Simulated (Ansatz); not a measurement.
## Electronic structure of C2H9GeN in real space

The calculation's input:

```
crystal:
  periodic: [false, false, false]
  atoms:
    - {symbol: C, position_ang: [-0.406586, 1.915513, 1.618918]}
    - {symbol: C, position_ang: [-0.354057, -1.093322, 0.459923]}
    - {symbol: Ge, position_ang: [-0.015416, 0.810052, 0.044254]}
    - {symbol: "N", position_ang: [-1.042509, 1.503709, -1.352529]}
    - {symbol: H, position_ang: [-0.220321, 2.982720, 1.391438]}
    - {symbol: H, position_ang: [-1.467789, 1.798882, 1.917531]}
    - {symbol: H, position_ang: [0.228529, 1.614953, 2.475396]}
    - {symbol: H, position_ang: [1.463169, 0.983316, -0.412150]}
    - {symbol: H, position_ang: [-1.406008, -1.239256, 0.777895]}
    - {symbol: H, position_ang: [0.308488, -1.431987, 1.282279]}
    - {symbol: H, position_ang: [-0.163855, -1.731946, -0.425340]}
    - {symbol: H, position_ang: [-0.864023, 1.025836, -2.244673]}
    - {symbol: H, position_ang: [-2.050999, 1.420084, -1.171113]}
basis:
  gaussian:
    orbitals: def2-TZVPD
total_charge: 0
output: {forces: true, orbitals: {seedname: orbitals}}
hamiltonian:
  xc: {name: PBE0}
```

Run with:

```sh
ansatz run input.yaml --threads 2 --pin off --max-ram 4350MiB --events-out events.jsonl --progress --plain --runs-dir runs
```

Geometry: PBE-D3(BJ)/def2-SVP.

Method: isolated molecule in a Gaussian basis; Kohn-Sham density functional theory, functional PBE0 in Ansatz.

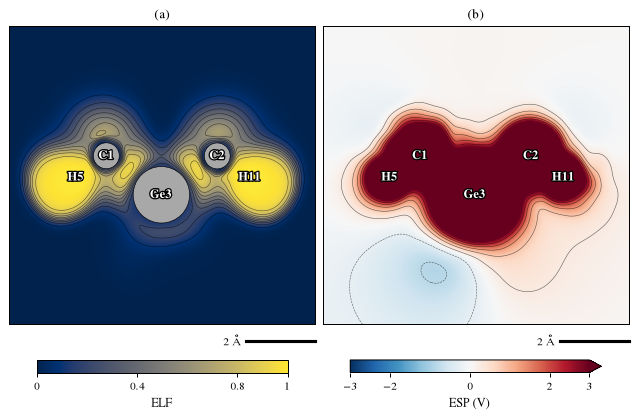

Figure 1. (a) ELF; (b) molecular electrostatic potential on the plane of atoms Ge3, C2 and H11. Grey discs cover the atomic cores in the ELF map.

**What does the map show?**

- Atoms in the plane: C, Ge and H.
- C–Ge (1.96 Å): the ELF peaks at about 0.95 in the valence shell of C, 0.7 Å from its nucleus, and is about 0.75 at the midpoint.
- C–H (1.11 Å): the ELF climbs to about 1 towards the hydrogen, as it does in any bond to H: an ordinary covalent bond to hydrogen.
- Outside the dense part of the molecule the potential is most negative (−0.9 V) near N4, which lies off the plane.

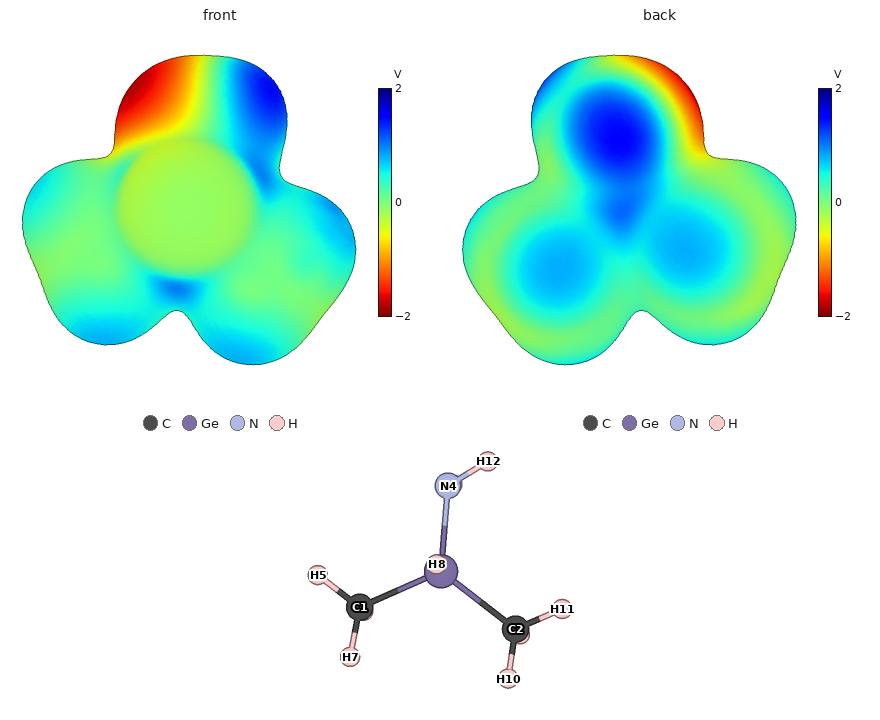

Figure 2. The molecular electrostatic potential painted on the density surface at 0.002 e/bohr³, seen from the front and from behind; red is negative and blue positive. The bare structure is drawn below in the same view.

**Describe the electrostatic potential map.**

The most negative region (about −1.8 V) lies over N4, the most positive (about +1.5 V) over H12 and H13. N4 is the likeliest acceptor of a hydrogen bond.

**What dipole moment does the calculation give?**

Its dipole moment is 1.40 D.

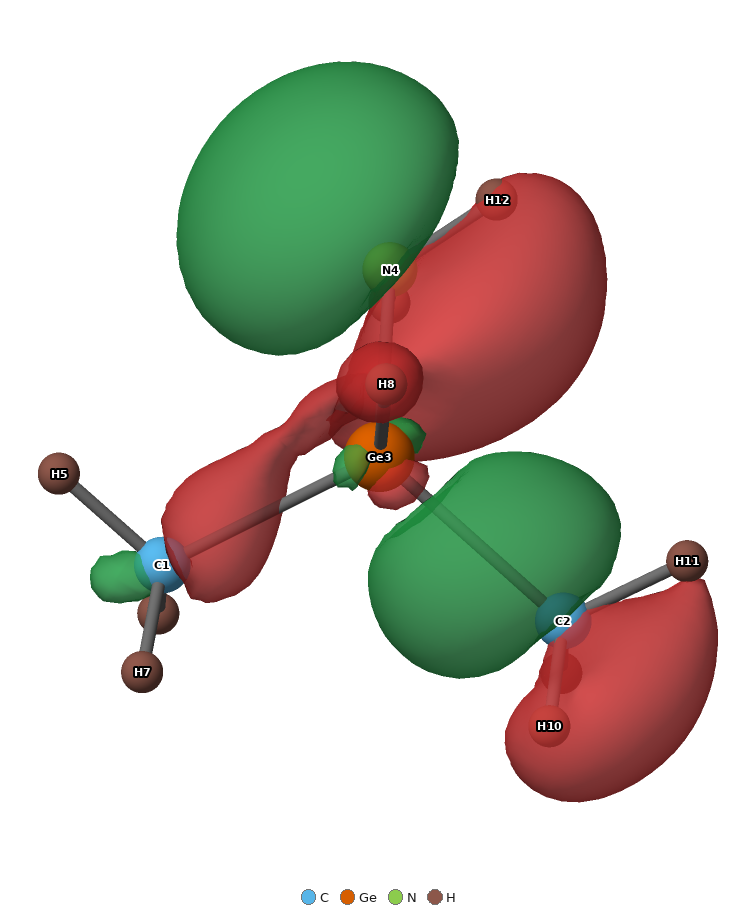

Figure 3. The HOMO at ±0.08 Å⁻³ᐟ² (green and red are the two phases), seen at a tilt.

**Describe this orbital and give its energy.**

It lies mainly on N4 (about 60 %), C2 (about 10 %) and Ge3 (about 10 %). Its energy is −7.09 eV.

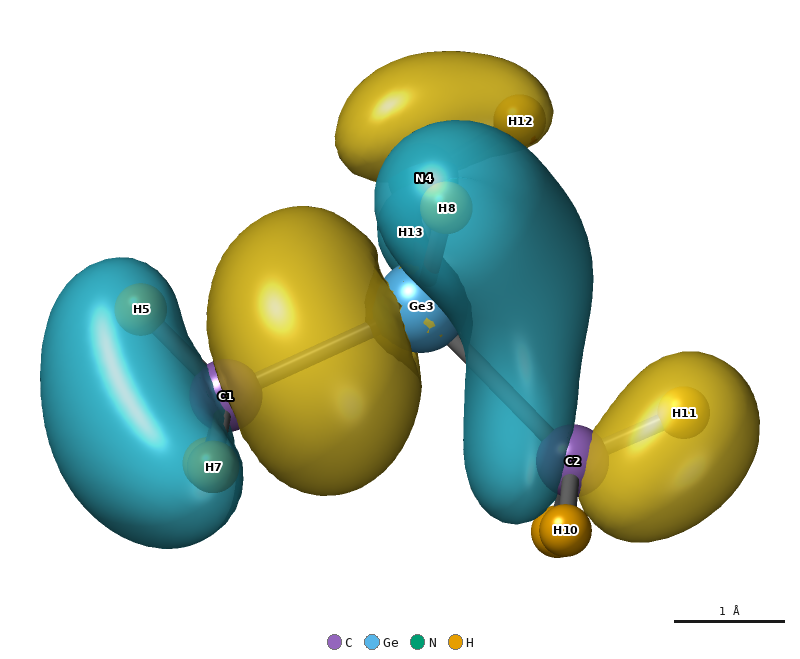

Figure 4. The HOMO−1 at ±0.08 Å⁻³ᐟ² (yellow and cyan are the two phases), seen at a tilt.

**What is the character of this orbital?**

It lies mainly on C1 (about 40 %), Ge3 (about 25 %), C2 (about 5 %) and N4 (about 5 %). Its energy is −8.53 eV.
